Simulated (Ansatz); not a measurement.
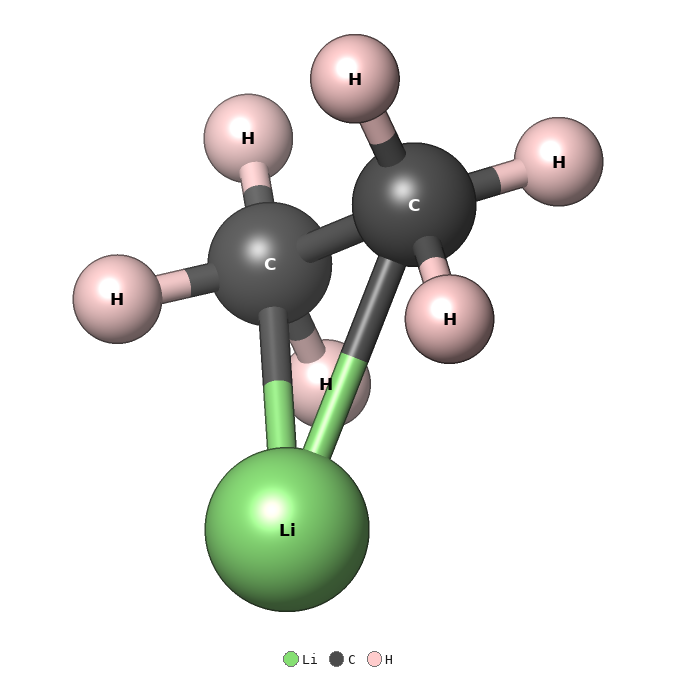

A ball-and-stick model of a molecule.

Charge +1, singlet.

Count the atoms of each element.

Answer. C2H6Li(+), 9 atoms: 2 carbon, 6 hydrogen and 1 lithium.

Count the bonded pairs by element.

Answer. 6 C–H, 2 C–Li, 1 C–C. Sticks follow a distance rule.

What is the point group of this geometry?

Answer. Cs.

How many atoms are distinct by symmetry?

Answer. 7: 1 Li, 1 C, 1 C, 2 H, 1 H, 2 H, 1 H.

The parts below concern this one geometry. Atoms keep their numbers from picture to picture. Computed geometry: PBE0-D4/def2-TZVP optimisation.

**Geometry**

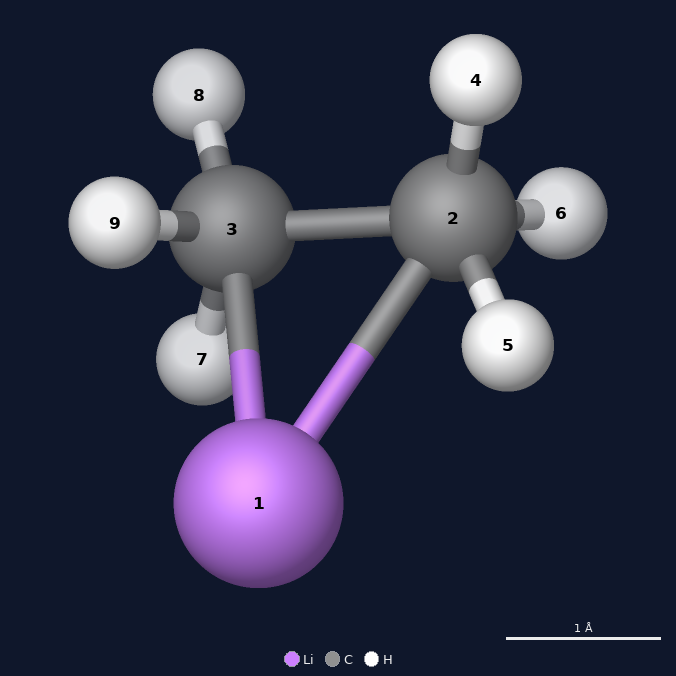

Numbered structure.

Estimate the angles C2–Li1–C3, Li1–C2–C3, Li1–C2–H5, Li1–C2–H4, C3–C2–H5, C3–C2–H4, Li1–C3–C2, Li1–C3–H8, Li1–C3–H7, C2–C3–H8, C2–C3–H7.

| angle | degrees |
| --- | --- |
| C2–Li1–C3 | 39.8 |
| Li1–C2–C3 | 62.7 |
| Li1–C2–H5 | 54.7 |
| Li1–C2–H4 | 125.3 |
| C3–C2–H5 | 117.3 |
| C3–C2–H4 | 110.6 |
| Li1–C3–C2 | 77.5 |
| Li1–C3–H8 | 172.8 |
| Li1–C3–H7 | 72.5 |
| C2–C3–H8 | 109.7 |
| C2–C3–H7 | 114.1 |

**Electronic properties**

Method: RKS PBE0-D4/def2-TZVPPD (Ansatz 0.2.0).

Give the LUMO energy (Kohn–Sham orbital) at this level.

Answer. −5.67 eV.

Give the HOMO energy (Kohn–Sham orbital) at this level.

Answer. −15.35 eV.

What is the dispersion correction?

Answer. −6.6 kJ/mol.

**Vibrations**

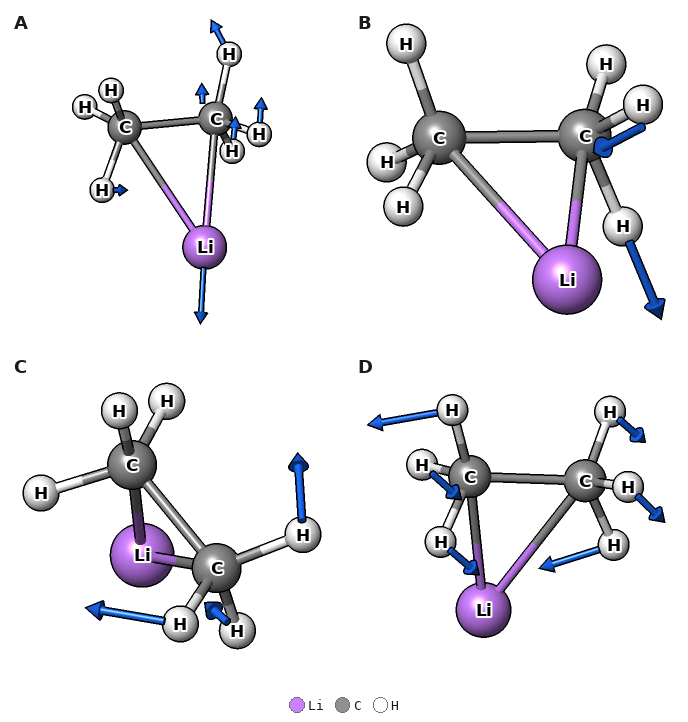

4 normal modes of one molecule or complex, as arrows. Harmonic vibrations computed with RKS PBE0-D4/def2-TZVP (Ansatz 0.2.0) at a stationary point of the same level.

Match the panels to the wavenumbers 372 cm⁻¹, 842 cm⁻¹, 1440 cm⁻¹, 3034 cm⁻¹.

Answer. A: 372 cm⁻¹, in-phase stretching of 2 C–Li bonds
B: 3034 cm⁻¹, out-of-phase stretching of 2 C–H bonds
C: 1440 cm⁻¹, angle bending
D: 842 cm⁻¹, angle bending

**Thermal motion**

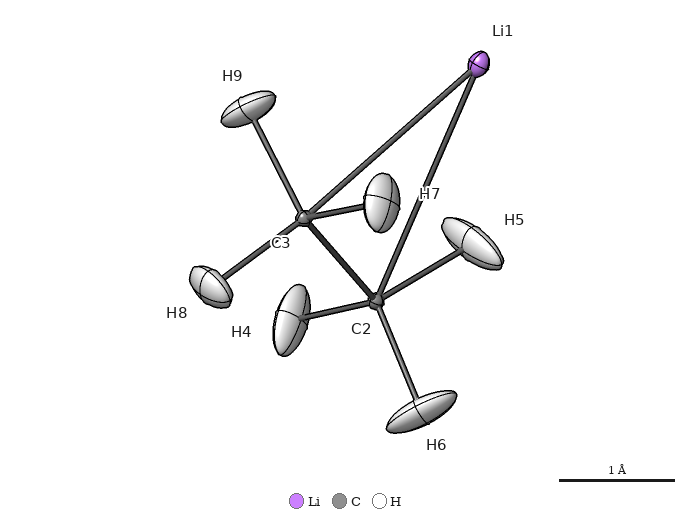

Displacement ellipsoids at the 50 % level, from the internal vibrations of the free molecule (harmonic, no overall translation or rotation; no half-axis is drawn under 0.075 Å). Vibrations computed with RKS PBE0-D4/def2-TZVP (Ansatz 0.2.0). Temperature: 100 K.

Give the displacement parameters, one line for each set of equivalent atoms.

| atom | U_eq (Å²) | rms amplitudes (Å) |
| --- | --- | --- |
| Li1 | 0.0045 | 0.058, 0.065, 0.076 |
| C2 | 0.00089 | 0.020, 0.026, 0.040 |
| C3 | 0.0010 | 0.028, 0.029, 0.039 |
| H4, H6 | 0.0229 | 0.074, 0.115, 0.223 |
| H5 | 0.0284 | 0.078, 0.120, 0.254 |
| H7, H9 | 0.0171 | 0.076, 0.123, 0.175 |
| H8 | 0.0162 | 0.080, 0.123, 0.165 |
